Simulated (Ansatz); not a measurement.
# Si on Mo (100), part 2 of 2

Aim: for Mo, cut and relax a (100) slab, then find where and how strongly Si adsorbs.

Ansatz 0.2.0; DFT r2SCAN, scalar-relativistic, plane waves, PAW.

### 5 Si at the bridge (Mo-Mo) site

input.yaml

```yaml
crystal:
  lattice:
    - [3.1504719611, 0.0, 0.0]
    - [0.0, 3.1504719611, 0.0]
    - [0.0, 0.0, 25.3009439222]
  atoms:
    - { symbol: Mo, position: [0.5, 0.5, 0.3359558452] }
    - { symbol: Mo, position: [0.0, 0.0, 0.3982158141] }
    - { symbol: Mo, position: [0.5, 0.5, 0.4587594538] }
    - { symbol: Mo, position: [0.0, 0.0, 0.5236844886] }
    - { symbol: Mo, position: [0.5, 0.5, 0.5781316122] }
    - { symbol: Si, position: [0.0, 0.5, 0.6627134367] }
basis:
  ecutwfc: 500
kpoints:
  mp_grid: { grid: [9, 9, 1] }
hamiltonian:
  xc: r2scan
scf:
  occupations: { method: gaussian, width: 0.1 }
output:
  forces: true
  eigenvalues: true
  write_density: true
  write_potential: true
  elf: true
  volumetric_format: npy
relax:
  adjacent_minimum: "off"
  f_tol: 0.03
  max_steps: 70
  constraints: [{ sites: [0, 1] }]
efield:
  axis: 3
  dipole_correction: true
```

The run is started by

```console
$ ansatz run input.yaml --threads 2 --pin off --max-ram 5120MiB --backend cpu --events-out ev --progress --plain --runs-dir out
```

The program printed:

```text
Warning: RAYON_NUM_THREADS=2 ignored (pool sized by the plan → 2); use --threads N
Engine: ansatz 0.2.0, x86_64-unknown-linux-gnu
Pseudopotentials: kind: paw
Pseudopotential: Mo, paw, valence charge 14, recommended cutoff 500 eV (meta_gga), Mo.paw.azcp
Pseudopotential: Si, paw, valence charge 4, recommended cutoff 500 eV (meta_gga), Si.paw.azcp
Functional definition: r2SCAN
  parameter k0 = 0.174
  parameter k1 = 0.065
  parameter a1 = 4.9479
  exchange = r2scan_x(k0 = k0, k1 = k1, a1 = a1)
  correlation = r2scan_c
Crystal: 6 atoms, lattice volume = 251.124 Å³
Basis set: ecut = 500 eV, 6377 PW (Γ), exchange–correlation on 96×96×768 points (64 copies of the dense FFT grid, shifted against one another)
Bands: 45, of which v1, the nominal top of the filled ones, is band 37 counted from 1 (36 counted from 0)
Symmetry: 4 space group operations
Space group: Pmm2 (ITA 25), of the structure as read, at distance tolerance 6.3e-5 Å
k-points: 25 of 81
Non-local potential: Mo, projectors of the file, l = 0: 3, l = 1: 2, l = 2: 2, l = 3: 1
Non-local potential: Si, projectors of the file, l = 0: 2, l = 1: 2, l = 2: 2
PAW form: soft (Blöchl's): semilocal exchange-correlation on the pseudo side does not see the compensation charge
PAW frozen core: Mo, regenerated for the run's functional (the file was generated under x = pbe(κ = 0.804, μ = 0.2195149727645171), c = pbe(β = 0.06672455060314922))
PAW frozen core: Si, regenerated for the run's functional (the file was generated under x = pbe(κ = 0.804, μ = 0.2195149727645171), c = pbe(β = 0.06672455060314922))
PAW one-centre angular grid: Mo, 590 points (default); XC on 160 Gauss nodes
PAW one-centre angular grid: Si, 302 points (default); XC on 160 Gauss nodes
Initial density: superposition of atomic densities (neutral atoms: chi_scale 0, normalization atom), corrected by the library's trained network
Initial wavefunctions: pseudopotential atomic-orbital guess
Functional: x = r2scan, c = r2scan; τ floored in thin density (d = 2e-4 eV/Å³)
SCF iter   1: F=—  HF=-25472.508267 eV  |F-HF|=—  |Δ(HF+E_count)|=         —  Δρ=1.12e-2  dr2=5.95e0  dr2_τ=1.20e-1  ethr=1.77e-3  p=-0.032 e·Å  D=-2.31e-2 V/Å  ΔV_dip=0.59 eV  dr2_dipole=3.14e0  V_vac-E_F(+/−)=4.66/4.07 eV  ⟨swp⟩=8.6  Hψ=5559  notcnv=0
efield: sawtooth ramp at fractional position 0.9493 (placed from the atoms, in the widest stretch of the axis that holds none; the zero of the levels goes with the place), width 0.1000; the density the first Hamiltonian is built on has a dipole p = -0.032 e·Å; the dipole correction subtracts the counter field D = -2.31e-2 V/Å, which shifts the + side's vacuum level by +0.59 eV against the − side's; the planar-averaged density in the ramp window peaks in size at 1.5e-5 e/Å³
preconditioner: auto → LDOS  [metal: Δε(μ)=0.045 eV  Ē_g=4.261 eV  σ=0.100 eV  W_gap=0.25  n_scr=44 (ndim 8)  ℏωp=13.7 eV  f_vac=0.530  D(μ)=6.14/eV (n_scr^D=36)  β→1.0]
SCF iter   2: F=—  HF=-25472.396410 eV  |F-HF|=—  |Δ(HF+E_count)|=   1.12e-1  Δρ=5.14e-3  dr2=5.49e-1  dr2_τ=3.35e-2  ethr=1.77e-3  p=-0.086 e·Å  D=-6.16e-2 V/Å  ΔV_dip=1.56 eV  dr2_dipole=3.06e-1  V_vac-E_F(+/−)=5.39/3.83 eV  ⟨swp⟩=2.0  Hψ=1474  notcnv=0  defer=37
SCF iter   3: F=—  HF=-25472.388282 eV  |F-HF|=—  |Δ(HF+E_count)|=   8.13e-3  Δρ=1.30e-3  dr2=8.72e-2  dr2_τ=9.62e-4  ethr=7.42e-4  p=-0.072 e·Å  D=-5.19e-2 V/Å  ΔV_dip=1.31 eV  dr2_dipole=4.75e-2  V_vac-E_F(+/−)=5.22/3.91 eV  ⟨swp⟩=2.0  Hψ=1241  notcnv=0  defer=37
SCF iter   4: F=—  HF=-25472.388660 eV  |F-HF|=—  |Δ(HF+E_count)|=   3.78e-4  Δρ=6.59e-4  dr2=2.46e-3  dr2_τ=2.82e-4  ethr=1.18e-4  p=-0.076 e·Å  D=-5.48e-2 V/Å  ΔV_dip=1.39 eV  dr2_dipole=1.08e-4  V_vac-E_F(+/−)=5.27/3.88 eV  ⟨swp⟩=1.6  Hψ=1217  notcnv=0  defer=37
SCF iter   5: F=—  HF=-25472.388433 eV  |F-HF|=—  |Δ(HF+E_count)|=   2.26e-4  Δρ=2.09e-4  dr2=1.11e-3  dr2_τ=9.30e-6  ethr=3.32e-6  p=-0.077 e·Å  D=-5.54e-2 V/Å  ΔV_dip=1.40 eV  dr2_dipole=6.20e-4  V_vac-E_F(+/−)=5.29/3.88 eV  ⟨swp⟩=2.0  Hψ=1540  notcnv=0  defer=37
SCF iter   6: F=—  HF=-25472.388445 eV  |F-HF|=—  |Δ(HF+E_count)|=   1.18e-5  Δρ=1.48e-4  dr2=1.29e-4  dr2_τ=1.93e-5  ethr=1.51e-6  p=-0.077 e·Å  D=-5.54e-2 V/Å  ΔV_dip=1.40 eV  dr2_dipole=8.60e-6  V_vac-E_F(+/−)=5.29/3.89 eV  ⟨swp⟩=1.4  Hψ=1120  notcnv=0  defer=37
SCF iter   7: F=-25472.388421 eV  HF=-25472.388441 eV  |F-HF|=1.99e-5  |Δ(HF+E_count)|=   4.45e-6  Δρ=2.75e-5  dr2=1.67e-5  dr2_τ=3.71e-7  ethr=3.04e-8  p=-0.077 e·Å  D=-5.54e-2 V/Å  ΔV_dip=1.40 eV  dr2_dipole=6.06e-6  V_vac-E_F(+/−)=5.29/3.89 eV  ⟨swp⟩=21.1  Hψ=12068  notcnv=0
SCF 1 converged in 7 iterations: F = -25472.388421 eV  dr2 = 1.67e-5
relax step   1: F+E_penalty+E_count = -25472.38842079 eV  Δ(F+E_penalty+E_count) = +0.000e0 eV  max|allowed force component| = 1.584e0 eV/Å  Δτ_max = 0.0000 Å  (7 SCF iters, dr2 threshold 2.25e-5 eV, accepted)
[... 13 lines left out ...]
relax step   2: F+E_penalty+E_count = -25472.47388284 eV  Δ(F+E_penalty+E_count) = -8.546e-2 eV  max|allowed force component| = 5.854e-1 eV/Å  Δτ_max = 0.1703 Å  (7 SCF iters, dr2 threshold 1.00e-4 eV, accepted)
[... 11 lines left out ...]
relax step   3: F+E_penalty+E_count = -25472.49681992 eV  Δ(F+E_penalty+E_count) = -2.294e-2 eV  max|allowed force component| = 1.873e-1 eV/Å  Δτ_max = 0.1284 Å  (7 SCF iters, dr2 threshold 2.14e-5 eV, accepted)
[... 10 lines left out ...]
relax step   4: F+E_penalty+E_count = -25472.50151969 eV  Δ(F+E_penalty+E_count) = -4.700e-3 eV  max|allowed force component| = 3.205e-2 eV/Å  Δτ_max = 0.0493 Å  (7 SCF iters, dr2 threshold 3.59e-6 eV, accepted)
[... 9 lines left out ...]
relax step   5: F+E_penalty+E_count = -25472.50159673 eV  Δ(F+E_penalty+E_count) = -7.704e-5 eV  max|allowed force component| = 8.850e-3 eV/Å  Δτ_max = 0.0037 Å  (6 SCF iters, accepted)
iter 1 solved again at ethr=8.10e-11 eV; its pass at ethr=3.10e-3 eV (dr2=6.00e-8 eV) is discarded
SCF iter   1: F=—  HF=-25472.501597 eV  |F-HF|=—  |Δ(HF+E_count)|=         —  Δρ=2.94e-6  dr2=5.96e-8  dr2_τ=1.72e-9  ethr=8.10e-11  p=-0.068 e·Å  D=-4.91e-2 V/Å  ΔV_dip=1.24 eV  dr2_dipole=1.75e-8  V_vac-E_F(+/−)=5.15/3.90 eV  ⟨swp⟩=1.0  Hψ=4126  notcnv=0
efield: sawtooth ramp at fractional position 0.9493 (kept from the solve that this one continues, or follows in the run), width 0.1000; the density the first Hamiltonian is built on has a dipole p = -0.068 e·Å; the dipole correction subtracts the counter field D = -4.91e-2 V/Å, which shifts the + side's vacuum level by +1.24 eV against the − side's; the planar-averaged density in the ramp window peaks in size at 1.5e-6 e/Å³
preconditioner: auto → LDOS  [metal: Δε(μ)=0.005 eV  Ē_g=4.198 eV  σ=0.100 eV  W_gap=0.03  n_scr=44 (ndim 8)  ℏωp=13.7 eV  f_vac=0.533  D(μ)=7.18/eV (n_scr^D=54)  β→1.0]
SCF iter   2: F=-25472.501597 eV  HF=-25472.501597 eV  |F-HF|=1.50e-8  |Δ(HF+E_count)|=   9.43e-9  Δρ=1.43e-6  dr2=1.73e-8  dr2_τ=1.28e-9  ethr=8.05e-11  p=-0.068 e·Å  D=-4.91e-2 V/Å  ΔV_dip=1.24 eV  dr2_dipole=2.62e-9  V_vac-E_F(+/−)=5.15/3.90 eV  ⟨swp⟩=10.8  Hψ=8097  notcnv=0
SCF 6 converged in 2 iterations: F = -25472.501597 eV  dr2 = 1.73e-8
WARN: The output density's exchange-correlation potential varies sharply where the density is thin. Do not read a vacuum level from v_tot or v_xc, or from such a field of the output density. On a cell that repeats whose density bears no net charge and no dipole along the vacuum's axis use v_es (v_loc + v_h of the components); under efield.dipole_correction with no amplitude use v_es + v_field, which holds any external_charges[].barrier, or the levels of the report's work_function block, which leave it out; under a non-zero efield.amplitude the vacuum is tilted and has no level; on a cell that repeats and bears such a dipole with no correction it is tilted too, and efield.dipole_correction with no amplitude gives each side of its ramp a level where efield: is served; in a cell that repeats whose density bears a net charge (total_charge, or a fill off its count) it is curved and has none; of a slab under crystal.periodic whose density bears no net charge use v_es, which has a level on each side, short of where the two are joined; of another it falls or rises all the way out and has none; of a slab beside external_charges read slab_vacuum_level instead, which it has where they leave it neutral. The grid or the basis barely resolves most such structure, and the values can differ between equally converged runs; as a rule a tighter scf.convergence.dr2_threshold does not remove it. Where the density itself ripples (under the LDA too) a higher basis.ecutwfc lessens it. The files hold the spikes' plane waves up to the density's cutoff. Files: v_tot_of_output_density and the like, and their columns of v_z.tsv (output.write_potential); v_xc_of_output_density and the like, and their columns of v_comp_z.tsv (output.write_potential_components). Measured: with its Gaussian average of σ = 0.25 Å subtracted twice, the exchange-correlation potential is over 0.1 eV at 986 of the grid points where the equally averaged density (valence and model cores) is under 1e-3 e/Å³, and 0.476 eV at the most among them, at an averaged density of 5.4e-9 e/Å³. The input density's (outcome.potential() and, of a run that writes arrays, v_tot and v_xc) is over 0.1 eV, so measured, at 189 points of its own thin density, 0.467 eV at the most. See output.write_potential in the manual, Limitations
SCF converged after 2 iterations
Free energy (F): -25472.501597 eV
Harris-Foulkes:  -25472.501597 eV  (|F-HF|=1.50e-8)
Internal energy: -25472.465701 eV  (E = F + TS)
E sigma→0 (E₀):  -25472.483649 eV
Entropy (-TS):   -0.035896 eV (-5.983 meV/atom)
Fermi energy:    4.301414 eV
Dipole field:    D = -0.049118 V/Å  (p = -0.068166 e·Å, saw-weighted, corrected)
Work function:   Φ+ = 5.1462 eV   Φ− = 3.9034 eV
Levels:          The Fermi level and band energies are counted from a zero that moves with the ramp; work functions are not
--- Per-component energies (eV) ---
  E_band       = -1489.406773
  E_kinetic    = 2230.702921
  E_local      = -97109.516980  (includes V_loc(G=0)·N_el)
  E_nonlocal   = 739.833074
  E_hartree    = 47306.408286
  E_xc         = -937.411234
  E_vxc        = -1322.404559  (∫ρ·V_xc dr)
  E_paw        = -16605.489046  (= ΣΔE_a)
  E_vpaw       = -725.297235  (= ΣTr[D̂ρ^β])
  E_aug_tail   = 0.000022  (compensation charges beyond the density's cutoff)
  E_vtau       = 87.129945  (kinetic-family band-sum trace: ∫τ·v_τ [+ j·A + Jᵃ·Aᵃ] dr)
  E_efield     = 0.001674  (sawtooth field / dipole correction)
  E_vefield    = -2.659642  (∫n·V_field dr)
  E_ewald      = 38904.188034
  E_core_change = -1.182451  (= ΣΔE_core)
  E_smearing   = -0.035896  (= −TS)
  E_closure    = 0.000000  (closes the sum)
  Σ components = -25472.501597   (vs F -25472.501597, Δ=0.00e0)
--- Forces (eV/Å), atoms counted from 1 ---
  atom   1  Mo     0.00000000     0.00000000     1.34730276
  atom   2  Mo     0.00000000     0.00000000    -1.34732536
  atom   3  Mo     0.00000000     0.00000000    -0.00264851
  atom   4  Mo     0.00000000     0.00000000     0.00895747
  atom   5  Mo     0.00000000     0.00000000    -0.00312312
  atom   6  Si     0.00000000     0.00000000    -0.00305051
  max |Σ_I F_I| component: 1.13e-4 eV/Å
--- Band table (eV; the first three rows and the last of 25) ---
  k-point 0: bands = ["-58.8489", "-58.6045", "-58.4764", "-58.3682", "-58.0632", "-32.3505", "-32.2826", "-32.2815", "-32.1591", "-31.9353", "-31.9343", "-31.9317", "-31.6993", "-31.6953", "-31.5711", "-31.3974", "-31.3923", "-31.2931", "-31.1576", "-31.1558", "-4.9269", "-2.4635", "-0.9000", "-0.7578", "-0.6401", "0.1715", "0.5594", "0.5983", "1.9059", "2.9922", "3.0128", "3.2425", "3.2577", "3.4184", "3.5721", "3.9279", "4.1907", "4.1996", "4.2922", "4.3070", "5.3624", "5.5836", "5.6426", "5.6727", "6.6317"]
[... 3 lines left out ...]
--- Relaxed structure (5 steps of the walk, 5 accepted, 0 SCFs on fresh bases) ---
  F+E_penalty+E_count = -25472.50159673 eV   max|allowed force component| = 8.850e-3 eV/Å
  atoms:
    - { symbol: Mo, position: [0.5, 0.5, 0.3359558452] }
    - { symbol: Mo, position: [0.0, 0.0, 0.3982158141] }
    - { symbol: Mo, position: [0.5, 0.5, 0.4589923707421455] }
    - { symbol: Mo, position: [0.0, 0.0, 0.5230474127798918] }
    - { symbol: Mo, position: [0.5, 0.5, 0.5817161010383407] }
    - { symbol: Si, position: [0.0, 0.5, 0.6592340541532177] }
```

Run time: 98 s. Hardware: 2 threads of Intel Xeon 6975P-C (Granite Rapids), shared host; peak memory 1.1 GiB.

Relaxation path:

```
step  energy from step 1 (eV/cell)  largest force component (eV/Å)
   1                        0.0000                          1.5844
   2                       -0.0855                          0.5854
   3                       -0.1084                          0.1873
   4                       -0.1131                          0.0320
   5                       -0.1132                          0.0089
```

Step 1 is the start.

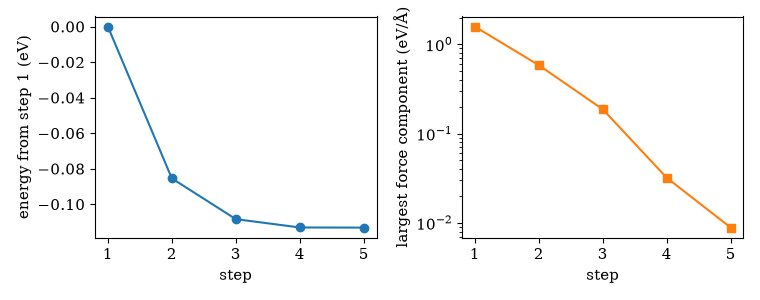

Energy and largest force along the relaxation.

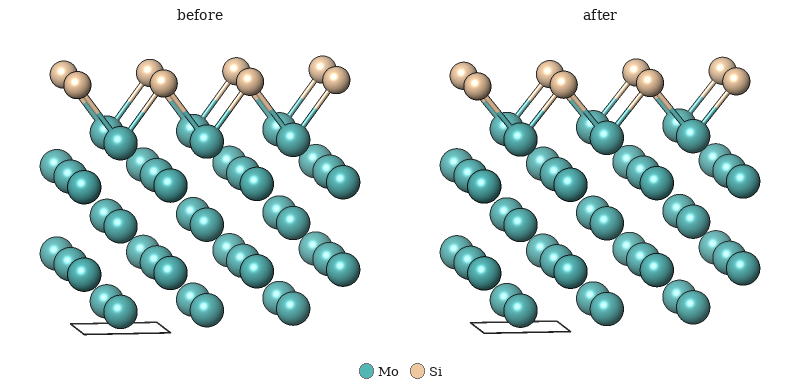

Before and after, at one scale.

From the log: work function 5.15 eV (top face), 3.90 eV (bottom face); dipole along +c -0.068 e·Å per cell.

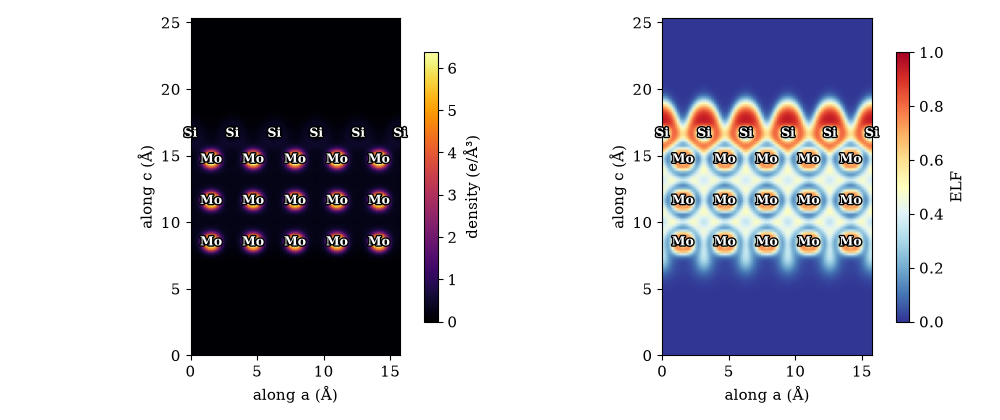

Density (left) and ELF (right) in a lattice plane of the grid's cell (edges 3.15 and 25.30 Å, at 0.500 of the third edge), which holds Mo and Si. Only atoms in the plane are labelled. Both are smooth fields of the valence electrons: close to the nuclei they are not physical.

Maxima of ELF outside the ion cores: 0.94 beside Si, off the lines to its neighbours, 1.1 Å from Si; 0.51 between the atoms, 1.7 Å from Mo.

### 6 Si at the hollow over Mo site

input.yaml: that of step 5 with these lines changed.

```diff
@@ -11,3 +11,3 @@
     - { symbol: Mo, position: [0.5, 0.5, 0.5781316122] }
-    - { symbol: Si, position: [0.0, 0.5, 0.6627134367] }
+    - { symbol: Si, position: [0.0, 0.0, 0.6350464848] }
 basis:
```

The run is started by

```console
$ ansatz run input.yaml --threads 2 --pin off --max-ram 5120MiB --backend cpu --events-out ev --progress --plain --runs-dir out
```

The program printed (excerpt; [...] marks lines left out):

```text
[...]
WARN: The output density's exchange-correlation potential varies sharply where the density is thin. Do not read a vacuum level from v_tot or v_xc, or from such a field of the output density. On a cell that repeats whose density bears no net charge and no dipole along the vacuum's axis use [...]
SCF converged after 2 iterations
Free energy (F): -25473.976453 eV
[...]
E sigma→0 (E₀):  -25473.959638 eV
Entropy (-TS):   -0.033631 eV (-5.605 meV/atom)
Fermi energy:    4.526986 eV
Dipole field:    D = -0.021301 V/Å  (p = -0.029562 e·Å, saw-weighted, corrected)
Work function:   Φ+ = 4.4563 eV   Φ− = 3.9173 eV
Levels:          The Fermi level and band energies are counted from a zero that moves with the ramp; work functions are not
[...]
--- Forces (eV/Å), atoms counted from 1 ---
  atom   1  Mo    -0.00000000     0.00000000     1.43620566
  atom   2  Mo     0.00000000     0.00000000    -1.40890035
  atom   3  Mo     0.00000000     0.00000000    -0.01089702
  atom   4  Mo     0.00000000     0.00000000    -0.00093165
  atom   5  Mo     0.00000000     0.00000000    -0.01058195
  atom   6  Si     0.00000000     0.00000000    -0.00499199
[...]
--- Band table (eV; the first three rows and the last of 15) ---
[...]
--- Relaxed structure (6 steps of the walk, 6 accepted, 0 SCFs on fresh bases) ---
  F+E_penalty+E_count = -25473.97645341 eV   max|allowed force component| = 1.085e-2 eV/Å
  atoms:
    - { symbol: Mo, position: [0.5, 0.5, 0.3359558452] }
    - { symbol: Mo, position: [0.0, 0.0, 0.3982158141] }
    - { symbol: Mo, position: [0.5, 0.5, 0.4590462026836655] }
    - { symbol: Mo, position: [5.34900396558502e-35, 0.0, 0.5220020259922263] }
    - { symbol: Mo, position: [0.5, 0.5, 0.5847863740114654] }
    - { symbol: Si, position: [-1.2226294778480046e-34, 0.0, 0.6306842894531102] }
```

Wall time 76 s (2 threads of Intel Xeon 6975P-C (Granite Rapids), shared host); peak memory 1.1 GiB.

The relaxation lowered the energy by 0.276 eV over 6 steps; the largest move was 0.17 Å.

From the log: work function 4.46 eV (top face), 3.92 eV (bottom face); dipole along +c -0.030 e·Å per cell.

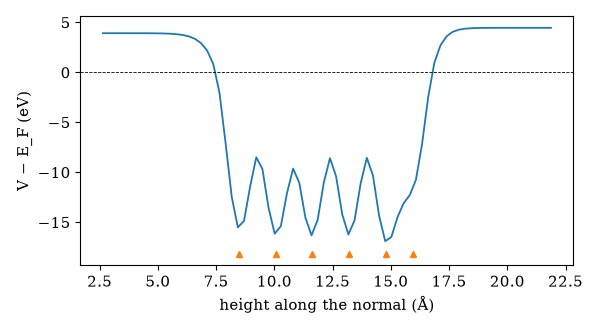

Plane-averaged electrostatic potential energy of an electron across the slab, counted from the Fermi level; triangles mark the atomic planes. The flat parts are the vacuum levels.

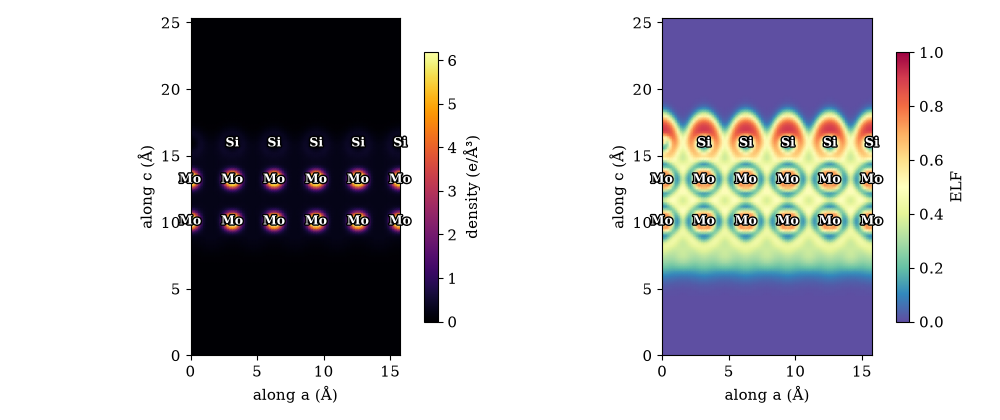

Density (left) and ELF (right) in a lattice plane of the grid's cell (edges 3.15 and 25.30 Å, at 0.000 of the third edge), which holds Mo and Si. Only atoms in the plane are labelled. Both are smooth fields of the valence electrons: close to the nuclei they are not physical.

Outside the cores ELF peaks at 0.90 beside Si, off the lines to its neighbours, 1.0 Å from Si; 0.51 between the atoms, 1.7 Å from Mo.

### 7 Si: energies by site

E_ads = E(slab + Si) − E(slab) − E(free Si), negative where bound. The free Si was computed alone in a box, spin-polarised where it has unpaired electrons: -634.399 eV. Places are fractions of a and b; there is one adsorbate per 9.9 Å². Heights count from the highest slab atom, and bonded means within 1.25 times the sum of covalent radii.

```tsv
start	ends at	E_ads (eV)	height (Å)	shortest contact (Å)	Δφ, top (eV)	Δ dipole (e·Å)
top (Mo) at (0.50, 0.50)	(0.50, 0.50), 1 bonded	-4.01	2.41	Si–Mo 2.41	+1.39	-0.082
bridge (Mo-Mo) at (0.00, 0.50)	(0.00, 0.50), 2 bonded	-4.70	1.96	Si–Mo 2.52	+1.32	-0.075
hollow over Mo at (0.00, 0.00)	(0.00, 0.00), 5 bonded	-6.17	1.16	Si–Mo 2.51	+0.63	-0.037
```

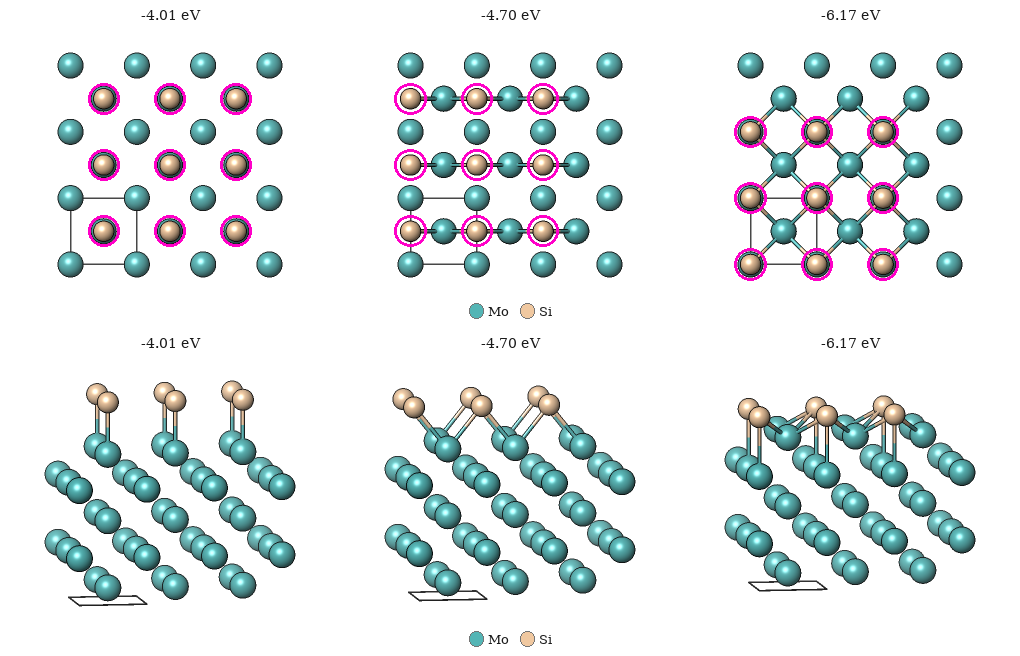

The relaxed ends in the table's order, from above (the anchoring atom ringed) and from the side. 3×3 surface cells are drawn (two deep in side views), with atoms on the cell's edges repeated; the outline under the slab is one cell, and the vacuum is left out.

### 8 What came out

What follows sums up all 2 parts.

| quantity | value |
| --- | --- |
| clean slab: work function | 3.83 eV (top face), 3.96 eV (bottom face) |
| clean slab: dipole along +c | 0.007 e·Å per cell |
| Si: lowest end | E_ads -6.17 eV, from the hollow over Mo start, 5 bonded, 1.16 Å high |

**Reading.** Si binds with 6.17 eV at best, a strong chemical bond when counted from the free atom, not from the element's molecule or solid; the ends span 2.16 eV. It raises the work function by 0.63 eV, as a dipole layer with its negative end outwards does. The slab runs have no spin polarisation, while the free adsorbate has its spin; a moment that survived on the surface would lower E_ads. A start on a symmetric site keeps its symmetry, so an end may be a saddle point and not a minimum.
